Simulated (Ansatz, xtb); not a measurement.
Breaking the Si1–H4 bond in C2H4Si (SMILES C#C[SiH3]) (multiplicity 1 held, fragments rigid). Energies count from the point at 1.479 Å.
Geometry at that point (charge 0, multiplicity 1):
```xyz
7

Si    -0.94558    -0.07811    -0.46973
C      0.68460     0.05655     0.34009
C      1.76131     0.14550     0.87496
H     -1.05376     0.95013    -1.52668
H     -1.08493    -1.42239    -1.06941
H     -2.01018     0.12954     0.53507
H      2.71147     0.22399     1.34697
```

Restricted levels (R-, RO-) in cc, def2 and unpolarised 6-31G sets keep to the state of the molecule at rest. Unrestricted levels (U-) break spin symmetry where that is lower. Active spaces are followed from a long bond inwards. Curves can end on different states.

Frozen-core correlation.

Run with Ansatz (a first-principles code); xtb for the GFN methods.  The GFN methods have no spin term and hold the electronic entropy of 300 K.

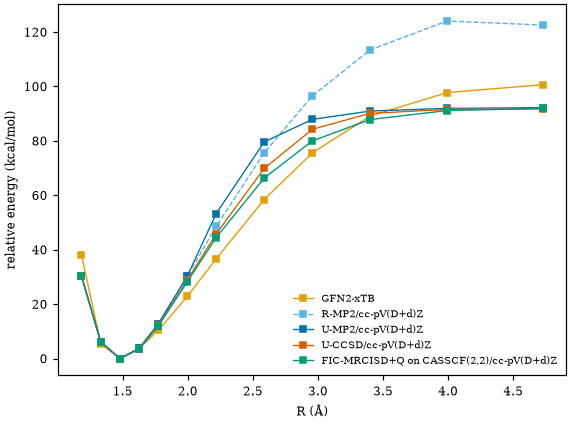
*Relative energy along the coordinate*

Problem. Read off the GFN2-xTB curve at R = 2.218.

Solution. about 37 kcal/mol

Doubts at one or more of the structures used: a restricted determinant that unrestricted orbitals would lower (R-MP2/cc-pV(D+d)Z); a spin-contaminated determinant (U-MP2/cc-pV(D+d)Z, U-CCSD/cc-pV(D+d)Z); T1 above 0.05 (U-CCSD/cc-pV(D+d)Z).
